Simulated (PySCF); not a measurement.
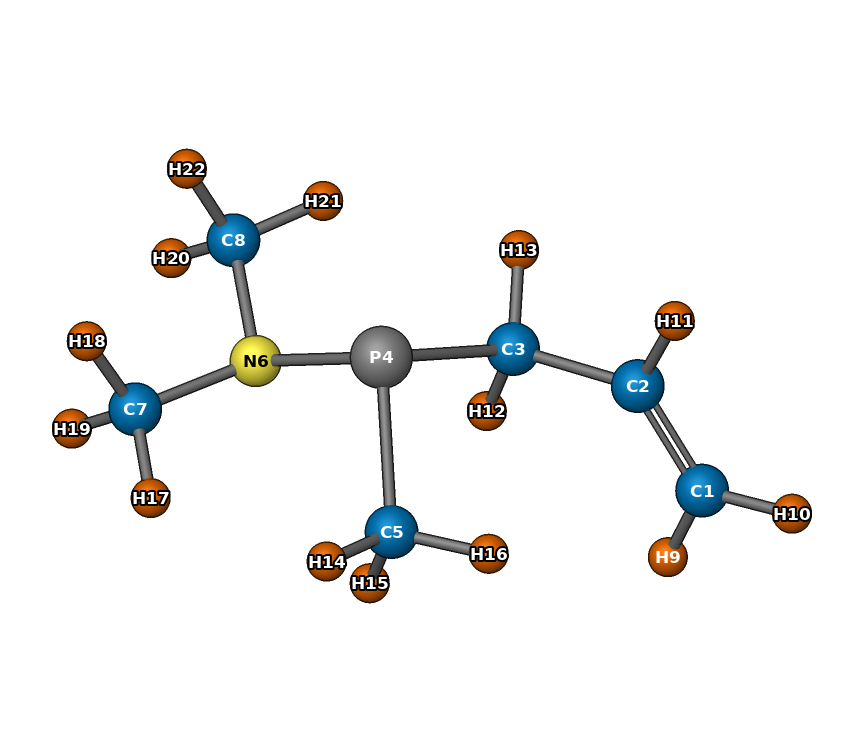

The questions are on isotropic NMR shieldings of the H atoms. Computed geometry: GFN2-xTB optimisation. No frequency run is at hand to confirm it as a minimum. Method: GIAO PBE0/pcSseg-1 NMR shielding, non-relativistic, gas phase (PySCF 2.14.0).

List the isotropic NMR shieldings of the H atoms.

```tsv
atom	σ (ppm)
H9	26.23
H10	26.30
H11	25.68
H12	29.65
H13	28.49
H14	30.31
H15	30.91
H16	30.22
H17	29.17
H18	29.83
H19	29.18
H20	29.22
H21	29.12
H22	29.80
```

The geometry is semi-empirical. Around P such bond lengths and angles can be off by a tenth of an ångström or more and by several degrees, and values that hang on the shape move with them.
